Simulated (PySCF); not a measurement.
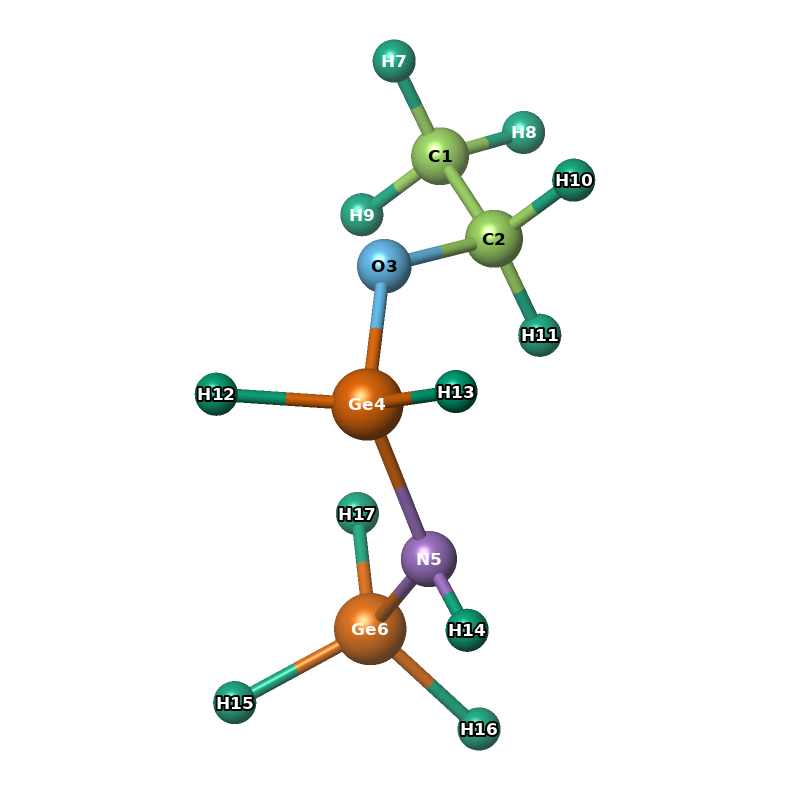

The atoms are numbered. The computed structure is the end point of a GFN2-xTB optimisation. No frequency run is at hand to confirm it as a minimum.

Give these bond angles: C1–C2–O3, C1–C2–H11, C2–C1–H8, C2–C1–H9, C2–O3–Ge4, O3–C2–H10, O3–C2–H11, O3–Ge4–H13, Ge4–N5–Ge6, N5–Ge6–H15, N5–Ge6–H16, N5–Ge6–H17.

```tsv
angle	degrees
C1–C2–O3	109.0
C1–C2–H11	109.8
C2–C1–H8	110.0
C2–C1–H9	110.0
C2–O3–Ge4	127.6
O3–C2–H10	109.4
O3–C2–H11	110.4
O3–Ge4–H13	113.0
Ge4–N5–Ge6	127.4
N5–Ge6–H15	112.8
N5–Ge6–H16	105.7
N5–Ge6–H17	108.1
```
